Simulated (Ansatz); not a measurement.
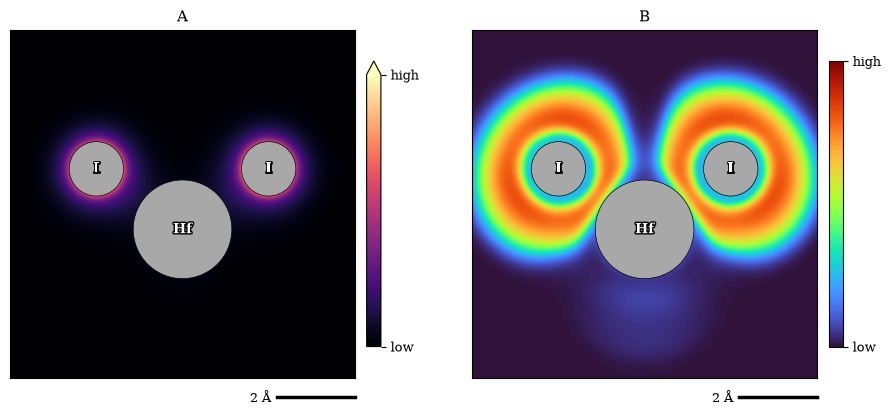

FHfI₃: 2 fields on the plane of atoms I4, Hf2 and I5, with unlabelled colour scales. Grey discs cover the atomic cores.

Geometry: PBE0-D4/def2-SVP; core potentials replace the inner electrons of Hf and I.

Theory: Ansatz, isolated molecule in a Gaussian basis; Kohn-Sham density functional theory, functional PBE0.

Q: Which field does each panel show? The fields are: electron density and electron localisation function.

A: Panel A: electron density. Panel B: electron localisation function. From the grid: Hf–I (2.69 Å): the density is about 0.49 e/Å³ at the midpoint; the ELF peaks at about 0.75 in the valence shell of I, 1.2 Å from its nucleus, and is about 0.60 at the midpoint.
